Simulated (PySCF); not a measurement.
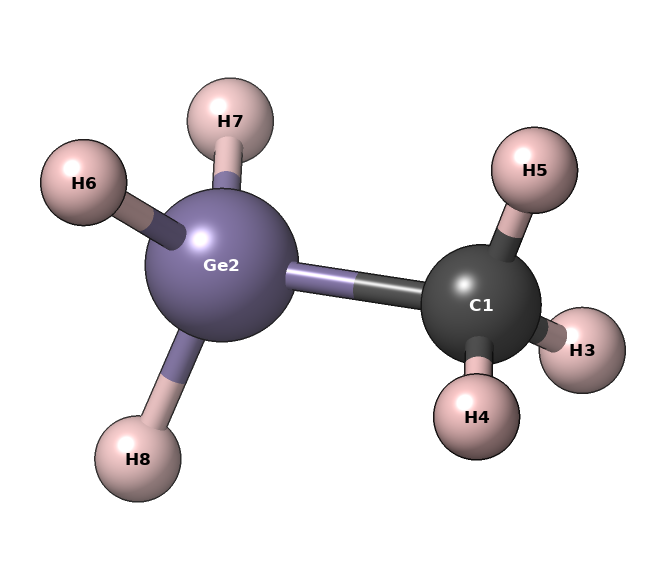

The computed structure is the end point of a PBE0-D3(BJ)/def2-TZVP optimisation. No frequency run is at hand to confirm it as a minimum. Properties computed with delta-SCF UKS SCAN, pcX-3 on the ionised atom, pcseg-2 elsewhere, spin-free X2C (PySCF 2.14.0).

Give the core-electron binding energies (to vacuum) of C1 1s.

```csv
atom,level,binding energy (eV)
C1,1s,290.3
```
